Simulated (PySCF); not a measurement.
## A study: C3H9Si, doublet, SMILES `C[Si](C)C`

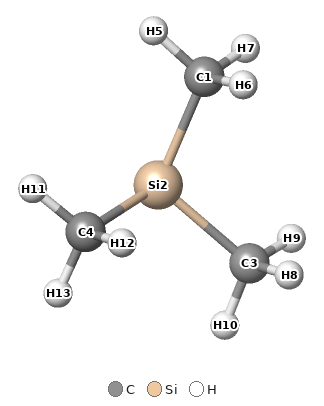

The molecule, with its atoms numbered as below. No frequency check shows the geometry to be a minimum.

Coordinates in Å:

```
C1      -0.4532    1.7491   -0.1799
Si2      0.0001   -0.0001    0.4319
C3      -1.2882   -1.2670   -0.1800
C4       1.7414   -0.4821   -0.1801
H5       0.2606    2.4901    0.1666
H6      -0.4635    1.7833   -1.2686
H7      -1.4369    2.0503    0.1668
H8      -1.3147   -1.2910   -1.2687
H9      -2.2868   -1.0195    0.1665
H10     -1.0572   -2.2697    0.1664
H11      2.4943    0.2192    0.1663
H12      1.7761   -0.4902   -1.2689
H13      2.0264   -1.4709    0.1663
```

### 1. Bonding charge

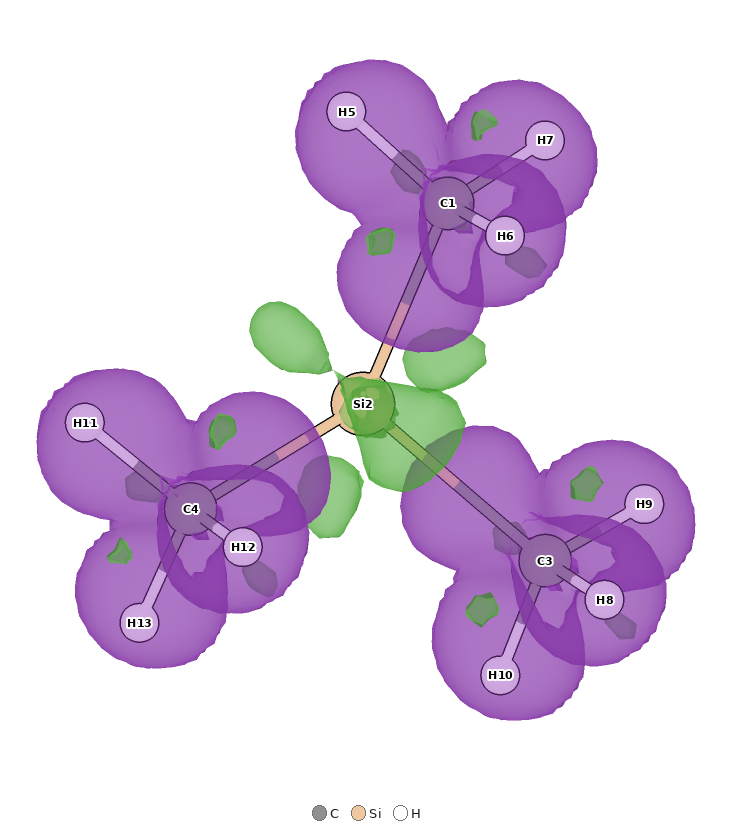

Deformation density (molecule less spherical, spin-averaged free atoms at the same positions), surfaces at ±0.07 e/Å³; purple: gain, green: loss.

PySCF calculation, PBE0/def2-SVP, gas phase; geometry: GFN2-xTB. The stability of the open-shell solution wasn't checked. GFN2-xTB doesn't know the spin state, so this open-shell geometry is rough.

> Describe the bonding that the map shows.

C3–H9, C4–H11, C1–H7, C4–H13 and 2 more like them: +0.64 e/Å³ at the bond critical point (bond length 1.09 Å, Mayer order 1.0). C1–H6, C3–H8 and C4–H12: +0.62 e/Å³ at the bond critical point (bond length 1.09 Å, Mayer order 1.0). Si2–C4, C1–Si2 and Si2–C3: +0.14 e/Å³ at the bond critical point (bond length 1.91 Å, Mayer order 1.0). In all, 2.7 electrons gather in the regions of gain relative to the promolecule. A small or negative value marks a very polar bond, one between electron-rich atoms, whose free-atom densities already overlap strongly, a long bond to a heavier atom, or a closed-shell contact such as a hydrogen bond.

> Where do the Hirshfeld charges lie?

The highest Hirshfeld charge is on Si2 (+0.29 e), the lowest on C1, C3 and C4 (−0.21 e).

### 2. Bond critical points

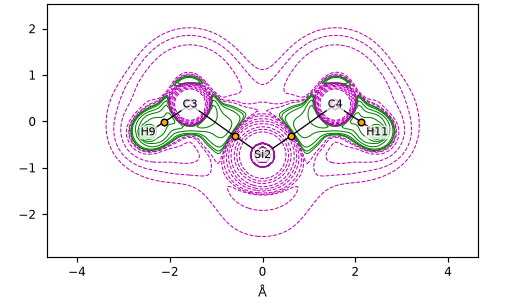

Negative Laplacian of the density (−∇²ρ) in the plane of Si2, C3, C4, H9 and H11 (solid green lines positive, dashed magenta lines negative, contours at ±0.02 to ±8 a.u.), with bond paths and bond critical points (dots).

> At which bond critical points in this plane is charge locally concentrated, and at which depleted?

Concentrated (∇²ρ < 0): C3–H9 and C4–H11 (−0.98 a.u.). Depleted (∇²ρ > 0): Si2–C4 and Si2–C3 (+0.30 a.u., H = −0.055). A positive Laplacian with clearly negative H marks a strongly polar covalent bond, whose critical point lies close to the core of the less electronegative atom.

> Where along C3–H9 does the critical point lie?

0.68 Å from C3 and 0.41 Å from H9.

### 3. Local ionisation energy

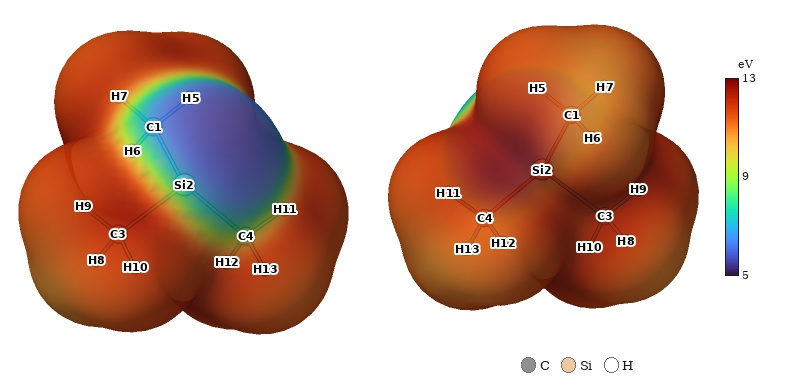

Average local ionisation energy on the surface of electron density 0.001 a.u. (back view left, front view right).

> Locate the minima of the map.

The lowest value is 5.7 eV, 2.5 Å from Si2. Further minima include 10.6 eV, 1.6 Å from H12, and at like points elsewhere. For comparison, the highest occupied orbital lies at −5.2 eV.

> What volume does the surface enclose, and what is the dipole moment?

About 127 Å³; the dipole moment is 0.6 D.

### 4. Spin density

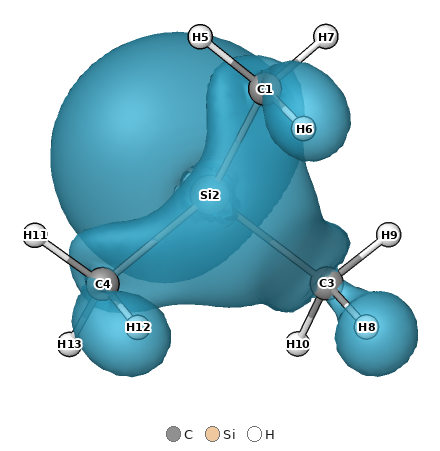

Spin density ρα − ρβ at ±0.01 e/Å³ (light blue: excess α, orange: excess β).

> Where is the unpaired spin?

Hirshfeld spin populations: Si2 +0.77 and C1, C3 and C4 +0.05. ⟨S²⟩ = 0.75, as for a pure state.

### 5. In an electric field

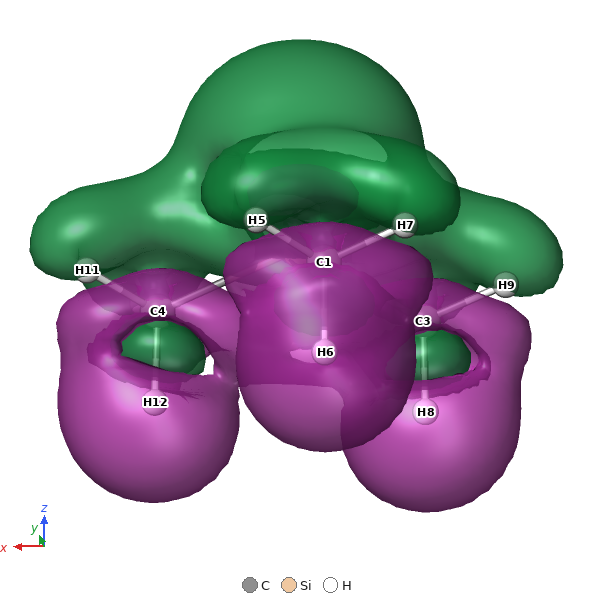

Change of the electron density in a uniform field of 0.41 V/Å, surfaces at ±0.0015 e/Å³ (green: gain, purple: loss).

PySCF calculation, B3LYP/def2-TZVP, gas phase; geometry: GFN2-xTB. A basis without diffuse functions makes polarisabilities too small. The stability of the open-shell solution wasn't checked. GFN2-xTB doesn't know the spin state, so this open-shell geometry is rough.

> Along which Cartesian direction does the field point?

Along −z: electrons gather on the +z side, against the field.

> How large is the response?

The induced dipole is 1.17 D (along the field); α along this axis, from the fields in both directions, is 58 bohr³ (8.6 Å³).

> Which atoms gain and lose the most charge?

Electrons gather most on Si2 (Hirshfeld charge changes by −0.030 e) and leave H6, H8 and H12 alike most (+0.016 e); 0.114 electrons are displaced in all.

The PySCF runs shown took 18 s and 94 s on 1 thread of Intel(R) Xeon(R) Platinum 8259CL CPU @ 2.50GHz (Skylake/Cascade Lake), with other jobs on the host.
